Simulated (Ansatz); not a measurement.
A series of calculations on Si$_{5}$H$_{26}$C$_{2}$

Part 1: Relaxation

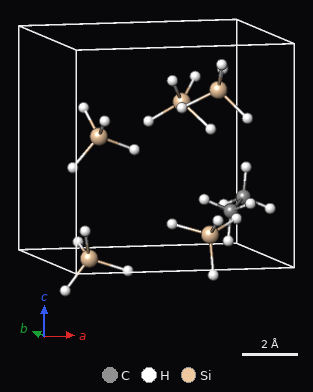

This is the input geometry for a relaxation of an amorphous cell of composition Si5H26C2. A ball-and-stick model of the cell of the calculation, seen slightly off an axis.

The cell holds 1 C2H6 + 5 SiH4. The run prepares the start of a later molecular dynamics calculation, from a guessed geometry.

All numbers below come from Ansatz, DFT PBE-D3(BJ), scalar-relativistic, plane waves, PAW.

Input
```yaml
accuracy: low
crystal:
  lattice:
    - [8.203132, 0.0, 0.0]
    - [0.0, 8.203132, 0.0]
    - [0.0, 0.0, 8.203132]
  atoms:
    - { symbol: C, position: [0.880433, 0.6462647, 0.1861087] }
    - { symbol: C, position: [0.9782691, 0.7982191, 0.2293766] }
    - { symbol: H, position: [0.8651804, 0.6347355, 0.0542647] }
    - { symbol: H, position: [0.9410705, 0.5359286, 0.2296685] }
    - { symbol: H, position: [0.7589917, 0.6500029, 0.2407573] }
    - { symbol: H, position: [0.9935217, 0.8097484, 0.3612206] }
    - { symbol: H, position: [1.0997103, 0.794481, 0.1747281] }
    - { symbol: H, position: [0.9176315, 0.9085552, 0.1858168] }
    - { symbol: Si, position: [0.7604397, 0.4091946, 0.7558222] }
    - { symbol: H, position: [0.8203059, 0.5621612, 0.8312846] }
    - { symbol: H, position: [0.7421645, 0.2822793, 0.8832422] }
    - { symbol: H, position: [0.6003839, 0.4393207, 0.6773884] }
    - { symbol: H, position: [0.8789047, 0.353017, 0.6313735] }
    - { symbol: Si, position: [0.1859733, 0.3124455, 0.5745947] }
    - { symbol: H, position: [0.3537578, 0.329713, 0.5095754] }
    - { symbol: H, position: [0.1517131, 0.4476285, 0.6896126] }
    - { symbol: H, position: [0.0675876, 0.3180022, 0.4380983] }
    - { symbol: H, position: [0.1708347, 0.1544383, 0.6610924] }
    - { symbol: Si, position: [0.1812348, 0.4639308, 0.0129939] }
    - { symbol: H, position: [0.0660683, 0.4419949, -0.1246027] }
    - { symbol: H, position: [0.348752, 0.4235116, -0.04161] }
    - { symbol: H, position: [0.1759653, 0.6356622, 0.0691888] }
    - { symbol: H, position: [0.1341536, 0.3545544, 0.1489994] }
    - { symbol: Si, position: [0.7055586, 0.8384485, 0.6577259] }
    - { symbol: H, position: [0.7993378, 0.9580779, 0.7555604] }
    - { symbol: H, position: [0.6305269, 0.7162238, 0.7677653] }
    - { symbol: H, position: [0.5758318, 0.9243521, 0.5656996] }
    - { symbol: H, position: [0.8165379, 0.7551403, 0.5418784] }
    - { symbol: Si, position: [0.6192276, 0.0219113, 0.1557563] }
    - { symbol: H, position: [0.4699515, 0.114998, 0.1973353] }
    - { symbol: H, position: [0.7646901, 0.1123667, 0.2135127] }
    - { symbol: H, position: [0.6133958, -0.1401399, 0.2356482] }
    - { symbol: H, position: [0.628873, 0.0004205, -0.023471] }
basis:
  ecutwfc: 420.0
kpoints:
  mp_grid: { grid: [1, 1, 1] }
hamiltonian:
  xc: pbe
  dispersion: d3bj
scf:
  occupations: { method: fermi_dirac, width: 0.05 }
  lower_state_search: "off"
relax:
  f_tol: 0.3
  max_steps: 15
  adjacent_minimum: "off"
```

Launched with:
```bash
ansatz run input.yaml --threads 1 --pin off --max-ram 3072MiB --backend cpu --events-out ev --progress --plain --runs-dir out
```

### Predict the outcome.

After 5 accepted moves (6 points after the start) the energy has fallen by 0.983 eV per cell of the calculation. The largest force component goes from 0.53 to 0.14 eV/Å. 1 step only repeated the SCF at the same geometry. The largest move is that of H22, 0.79 Å along +a. Largest moves by element: H 0.79 Å, Si 0.57 Å, C 0.25 Å. The lattice vectors keep their values. Among the contacts that change: Si14–H16 1.483 → 1.498 Å, Si14–H15 1.483 → 1.495 Å, C1–H3 1.093 → 1.098 Å.

Final geometry:

```
CELL_PARAMETERS angstrom
8.20313 0.00000 0.00000
0.00000 8.20313 0.00000
0.00000 0.00000 8.20313
ATOMIC_POSITIONS crystal
C 0.89270 0.65886 0.21099
C 0.98521 0.81485 0.25186
H 0.87846 0.64342 0.07878
H 0.95592 0.55019 0.25758
H 0.76973 0.65901 0.26436
H 0.99969 0.83070 0.38407
H 0.10774 0.81411 0.19773
H 0.92177 0.92334 0.20531
Si 0.75735 0.38786 0.75497
H 0.82534 0.54347 0.81931
H 0.74409 0.26858 0.89121
H 0.59320 0.41738 0.68240
H 0.86793 0.32138 0.62671
Si 0.20485 0.26797 0.52846
H 0.37199 0.26034 0.45623
H 0.18156 0.43101 0.60729
H 0.08017 0.24369 0.39798
H 0.18633 0.13450 0.65226
Si 0.25098 0.46156 0.01788
H 0.11145 0.44860 0.90218
H 0.40449 0.40368 0.93840
H 0.27178 0.63431 0.07021
H 0.21741 0.35871 0.16300
Si 0.66529 0.85858 0.65944
H 0.78504 0.96223 0.74968
H 0.56730 0.75853 0.77531
H 0.55319 0.96646 0.56386
H 0.75655 0.74921 0.54563
Si 0.55804 0.04686 0.15877
H 0.40428 0.13423 0.19903
H 0.70034 0.14391 0.21804
H 0.55748 0.88367 0.23877
H 0.56930 0.02641 0.97869
```

The end point in the same view:

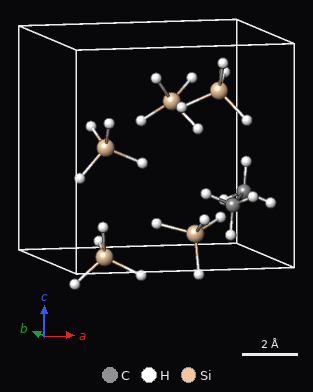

Limits of the set-up: the program's low-accuracy preset was used; the periodic images lie only 8.2 Å apart, so the values are limited by the cell's size.

Part 2: Dynamics

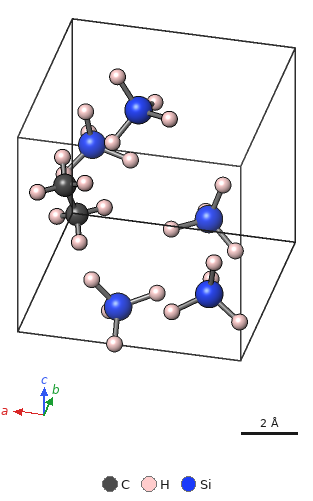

Starting frame of a dynamics run of a periodic cell with 1 C2H6 + 5 SiH4 at 0.574 g/cm³. A ball-and-stick model of the simulation cell, seen from a free direction.

Theory: DFT PBE-D3(BJ), scalar-relativistic, plane waves, PAW in Ansatz.

Input
```yaml
accuracy: low
crystal:
  lattice:
    - [8.203132, 0.0, 0.0]
    - [0.0, 8.203132, 0.0]
    - [0.0, 0.0, 8.203132]
  atoms:
    - { symbol: C, position: [0.89269999, 0.6588572, 0.21099333] }
    - { symbol: C, position: [0.98521144, 0.81484865, 0.25186041] }
    - { symbol: H, position: [0.87845962, 0.64341923, 0.07877843] }
    - { symbol: H, position: [0.95592066, 0.55018727, 0.25758113] }
    - { symbol: H, position: [0.76973469, 0.65901057, 0.26436218] }
    - { symbol: H, position: [0.99969064, 0.83070336, 0.38407447] }
    - { symbol: H, position: [1.10774397, 0.8141149, 0.19773091] }
    - { symbol: H, position: [0.92176811, 0.92333825, 0.20531073] }
    - { symbol: Si, position: [0.75734837, 0.38785844, 0.75497273] }
    - { symbol: H, position: [0.82534085, 0.54347475, 0.81930615] }
    - { symbol: H, position: [0.74408986, 0.26858406, 0.89121171] }
    - { symbol: H, position: [0.5932023, 0.41737503, 0.68239636] }
    - { symbol: H, position: [0.86793302, 0.32138118, 0.62671315] }
    - { symbol: Si, position: [0.20485459, 0.2679659, 0.52845906] }
    - { symbol: H, position: [0.37198783, 0.2603377, 0.45622556] }
    - { symbol: H, position: [0.18156106, 0.431009, 0.6072939] }
    - { symbol: H, position: [0.08017103, 0.24369014, 0.39797542] }
    - { symbol: H, position: [0.186331, 0.13449508, 0.65225831] }
    - { symbol: Si, position: [0.25098341, 0.46155762, 0.01788207] }
    - { symbol: H, position: [0.11144797, 0.4486004, -0.09781777] }
    - { symbol: H, position: [0.40449261, 0.403678, -0.06159511] }
    - { symbol: H, position: [0.27178388, 0.63430848, 0.07021166] }
    - { symbol: H, position: [0.21740594, 0.35871011, 0.1630019] }
    - { symbol: Si, position: [0.66529235, 0.85857936, 0.65944112] }
    - { symbol: H, position: [0.78504274, 0.96222713, 0.7496776] }
    - { symbol: H, position: [0.56730458, 0.758531, 0.77530659] }
    - { symbol: H, position: [0.55318522, 0.96645747, 0.56385799] }
    - { symbol: H, position: [0.75655117, 0.74921217, 0.54562575] }
    - { symbol: Si, position: [0.55804003, 0.04685668, 0.15876824] }
    - { symbol: H, position: [0.40428452, 0.13423252, 0.19903186] }
    - { symbol: H, position: [0.700336, 0.14391161, 0.21804308] }
    - { symbol: H, position: [0.55747866, -0.11633276, 0.23877237] }
    - { symbol: H, position: [0.5693003, 0.02640833, -0.02130518] }
basis:
  ecutwfc: 420.0
kpoints:
  mp_grid: { grid: [1, 1, 1] }
hamiltonian:
  xc: pbe
  dispersion: d3bj
scf:
  occupations: { method: fermi_dirac, width: 0.05 }
  lower_state_search: "off"
md:
  timestep: 0.75
  n_steps: 300
  ensemble: nvt_langevin
  temperature: 700.0
  initial_velocities: maxwell_boltzmann
  seed: 98282
  friction: 0.02
```

Launched with:
```bash
ansatz run input.yaml --threads 1 --pin off --max-ram 3072MiB --backend cpu --events-out ev --progress --plain --runs-dir out
```

What does the trajectory do?

Answer. Over the second half the temperature averages 836 K (spread ±73 K). The potential energy in the second half lies on average 68.3 meV per atom above the first frame. In the second half of the run the atoms are, in the root-mean-square, this far from where they began (common drift taken out): H 1.88 Å, Si 1.14 Å, C 1.08 Å. The molecules turn and drift from their places.

Along the run (each row but the first and the last is the mean over the interval that it begins):

| time (fs) | potential energy (meV/atom) | T (K) |
| --- | --- | --- |
| 0.0 | 0.0 | 679 |
| 27.8 | 50.2 | 625 |
| 55.5 | 54.6 | 751 |
| 83.2 | 63.9 | 733 |
| 111.0 | 62.8 | 854 |
| 138.8 | 71.9 | 813 |
| 166.5 | 70.1 | 877 |
| 194.2 | 68.3 | 788 |
| 222.0 | 73.7 | 805 |

The paths of the atoms:

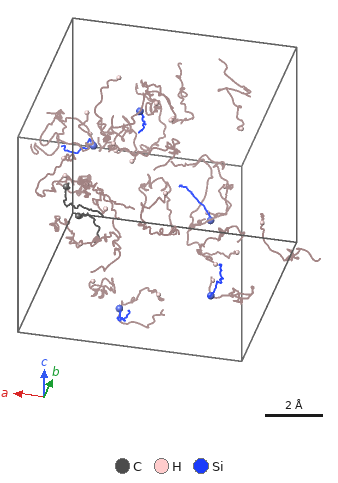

Limits of the set-up: the program's low-accuracy preset was used; the periodic images lie only 8.2 Å apart, so the values are limited by the cell's size.

Part 3: Dynamics

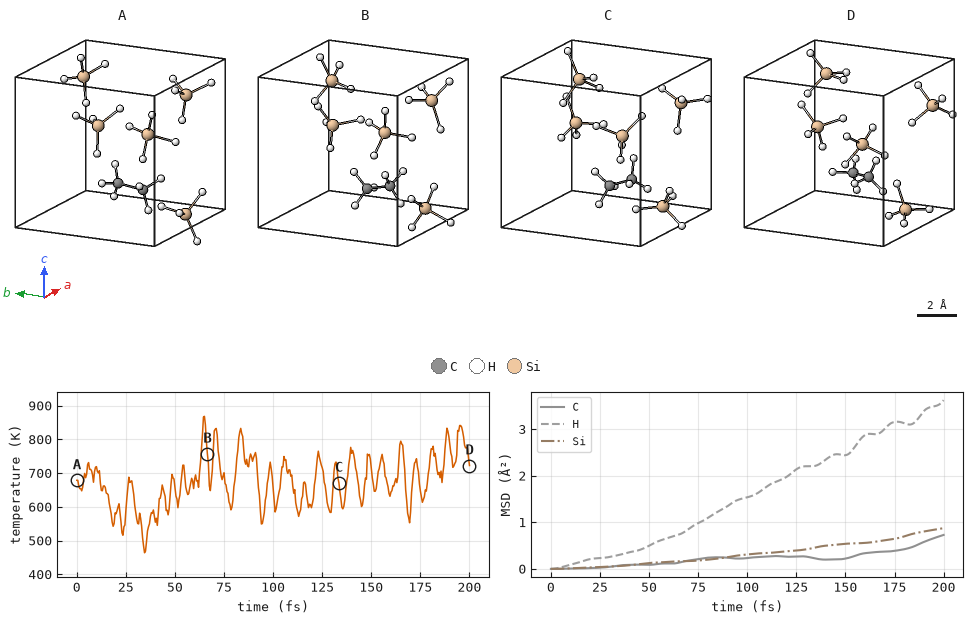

Molecular dynamics of a periodic cell with 1 C2H6 + 5 SiH4 at 0.574 g/cm³, 200 fs long. It starts from the last geometry of an earlier run, with fresh velocities. Frames (A at 0 fs, B at 66 fs, C at 134 fs, D at 200 fs) and the history of the run. Style: ball-and-stick. Shown: the simulation cell, from a free direction. Atoms that leave the cell re-enter on the other side.

These are results of DFT PBE-D3(BJ), scalar-relativistic, plane waves, PAW (Ansatz 0.2.0), not measurements. Set-up: plane-wave cutoff 420 eV; k-point mesh 1 × 1 × 1; Fermi-Dirac smearing 0.05 eV; low-accuracy preset; Langevin thermostat (NVT); set temperature 700 K; time step 0.5 fs; friction 0.01 per fs.

Describe the run.

Over the second half the temperature averages 691 K (spread ±65 K). The potential energy in the second half lies on average 6.3 meV per atom below the first frame. Root-mean-square distances from the starting positions over the second half, with the common drift of all atoms taken out: H 1.60 Å, Si 0.74 Å, C 0.58 Å. The heavy atoms stay within a fraction of a molecule's size of their starting places, while the hydrogen atoms travel further, as molecules turn; so short a run doesn't tell a liquid from a solid.

Limits of the set-up: the program's low-accuracy preset was used; the periodic images lie only 8.2 Å apart, so the values are limited by the cell's size.
